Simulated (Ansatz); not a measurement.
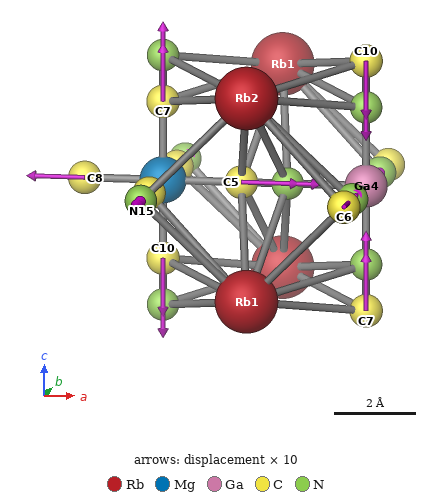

A relaxation of solid Rb₂MgGaC₆N₆ (a generated structure, set up in Fm-3m) (coarse preliminary run). The starting structure is drawn; purple arrows show the displacements (the part carried along by the change of the cell is left out), magnified 10 times.

The picture is a ball-and-stick view of the atoms within 5.0 Å of the atom that moves most (axes of the conventional cell (4 times the calculation's cell)), seen slightly off an axis. Lengths and directions refer to the drawn axes.

Computed with DFT PBE, scalar-relativistic, plane waves, PAW (Ansatz 0.2.0). (plane-wave cutoff 420 eV; k-point mesh 4 × 4 × 4; occupations gaussian; smearing width 0.1 eV; no spin polarisation; cell and atoms relaxed; force threshold 0.04 eV/Å; at most 70 steps)

Question: Which element moves most?

Answer: Carbon: up to 0.15 Å, against 0.09 Å for nitrogen.

Question: Describe the change and its energy.

Answer: The largest moves relative to the cell, 0.15 Å, are those of C atoms. By element the largest moves are C 0.15 Å, N 0.09 Å. Rb and Mg and Ga stay in place. The volume changes by +19.9 %, with a = b = c 10.270 → 10.909 Å (+6.2 %). Near-neighbour distances that change, for instance: C–Mg 1.980 → 2.252 Å, N–Rb 3.677 → 3.921 Å, C–Rb 3.678 → 3.886 Å, Ga–N 1.985 → 2.022 Å. The space group stays Fm-3m (No. 225). The energy falls by 129 meV per atom in 4 accepted moves (6 points after the start). Largest force component: 1.2 eV/Å at the start, 0.008 eV/Å at the end. The pressure goes from 10.18 to 0.22 GPa. The SCF was repeated twice at an unchanged geometry on a basis and grid sized afresh for the cell, which shifted the energy by 12.3 meV per atom at most.
